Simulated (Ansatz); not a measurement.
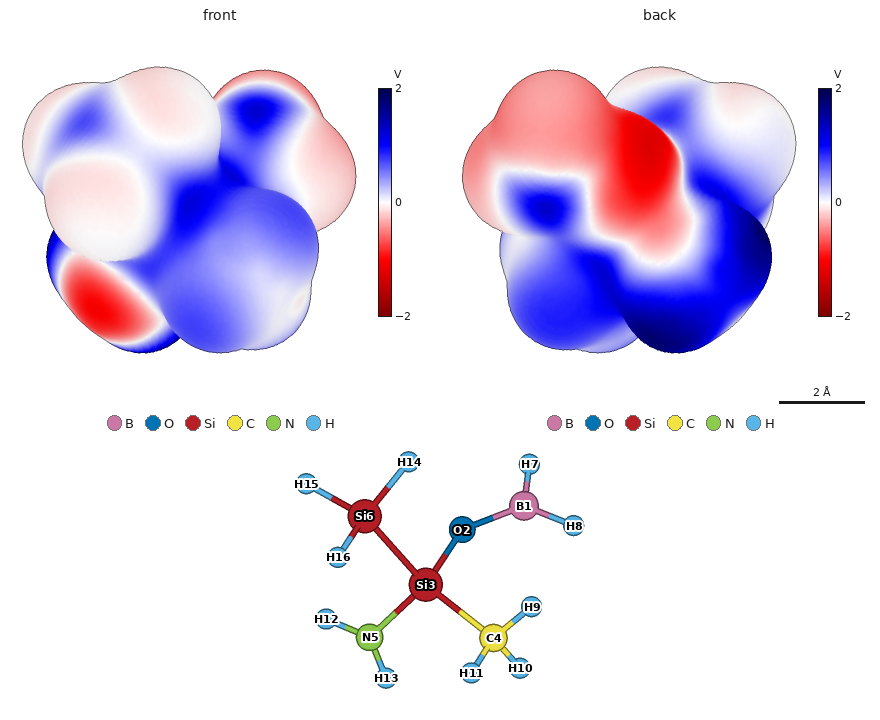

*CH₁₀BNOSi₂ (SMILES BO[Si](C)(N)[SiH3]). The electrostatic potential painted on the density surface at 0.002 e/bohr³, seen from the front and from behind; red is negative and blue positive. The bare structure is drawn below in the same view.*

Theory: RKS BHLYP/def2-SVP (Ansatz 0.2.0).

```xyz
16

B     2.2196   -0.4971   -1.2212
O     1.1523    0.2577   -0.9526
Si   -0.3283    0.1326   -0.1488
C    -0.6802   -1.6663    0.2012
N    -1.6059    0.7611   -1.1011
Si   -0.0976    1.4773    1.7572
H     3.1265   -0.0176   -1.8497
H     2.2761   -1.6428   -0.8422
H     0.1199   -2.1247    0.7880
H    -0.7690   -2.2323   -0.7323
H    -1.6177   -1.7725    0.7535
H    -1.6644    1.7450   -1.3057
H    -2.0158    0.2150   -1.8420
H     1.1337    1.1229    2.5068
H    -0.0121    2.9077    1.3679
H    -1.2599    1.3111    2.6653
```

Where is the surface potential most negative and most positive?

Answer. The most negative region (about −1.2 V) lies over O2, the most positive (about +1.8 V) over H12 and H13. O2 is the likeliest acceptor of a hydrogen bond.
